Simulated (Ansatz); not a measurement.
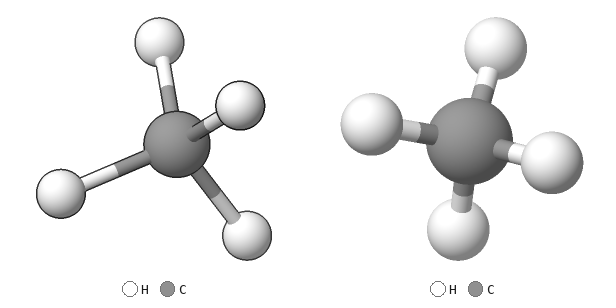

The same structure drawn twice, from different directions.

> Which formula does it have?

CH4, 5 atoms: 1 carbon and 4 hydrogen.

> What is the point group of this geometry?

Td.

The parts below concern this one geometry. Atoms keep their numbers from picture to picture. Computed geometry: PBE0-D4/def2-TZVP optimisation.

**Shape**

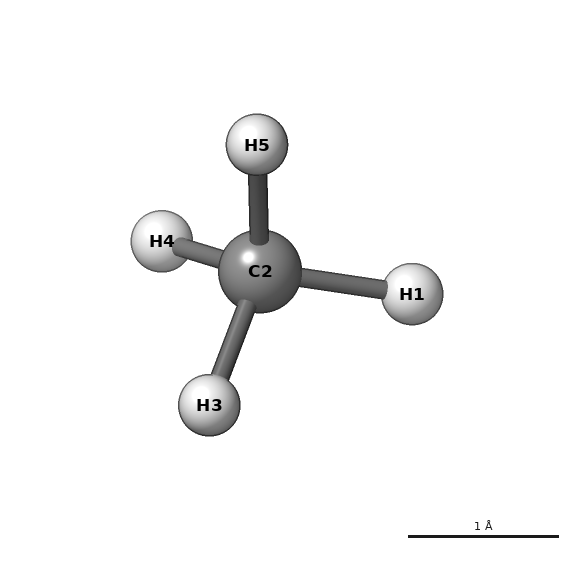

The atoms are numbered.

> Describe the coordination of atom 2.

C2 has 4 neighbours (H1 at 1.09, H3 at 1.09, H4 at 1.09, H5 at 1.09 Å); the arrangement is tetrahedral.

**Electronic properties**

Method: RKS PBE0-D4/def2-TZVPP (Ansatz 0.2.0).

Predict the main results.

- HOMO energy (Kohn–Sham orbital): −10.98 eV
- LUMO energy (Kohn–Sham orbital): 1.70 eV
- HOMO–LUMO gap: 12.68 eV

**Vibrations**

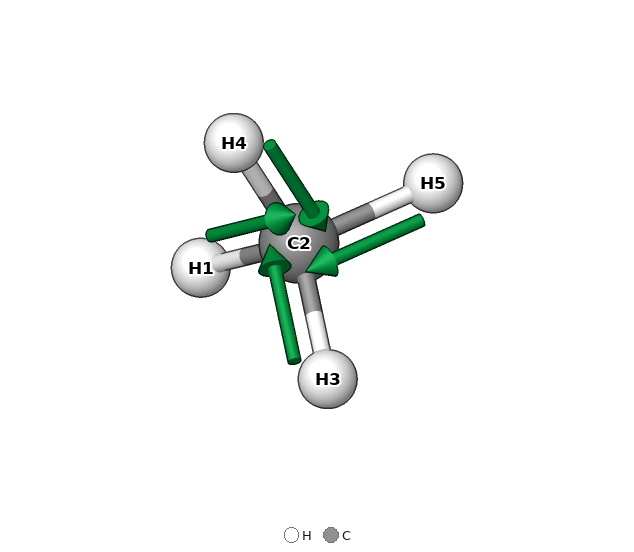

The arrows show one normal mode. Harmonic vibrations computed with RKS PBE0-D4/def2-TZVP (Ansatz 0.2.0) at a stationary point of the same level.

> Describe the motion.

Mostly in-phase stretching of 4 C–H bonds.

> At what wavenumber does it lie?

3047 cm⁻¹; it is mode 6 of 9 counted from the lowest.

**Thermal motion**

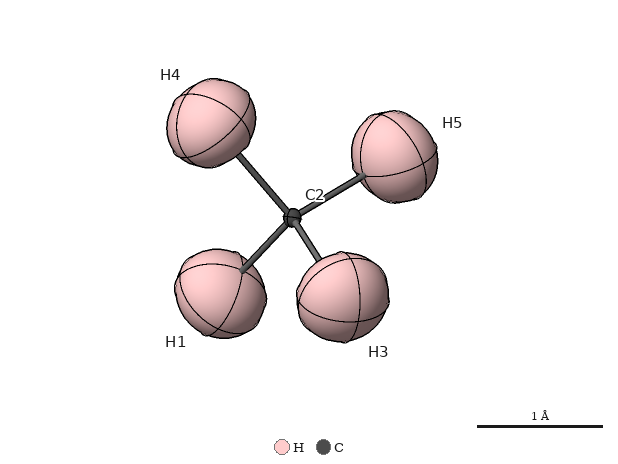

Displacement ellipsoids at the 50 % level, enlarged 3 times, from the internal vibrations of the free molecule (harmonic, no overall translation or rotation; no half-axis is drawn under 0.075 Å). Vibrations computed with RKS PBE0-D4/def2-TZVP (Ansatz 0.2.0). Temperature: 400 K.

> Which atom moves most?

H1, H3, H4, H5, with U_eq = 0.0062 Å².

Give the displacement parameters, one line for each set of equivalent atoms.

```csv
atom,U_eq (Å²),rms amplitudes (Å)
"H1, H3, H4, H5",0.0062,"0.071, 0.082, 0.082"
C2,0.00021,"0.015, 0.015, 0.015"
```
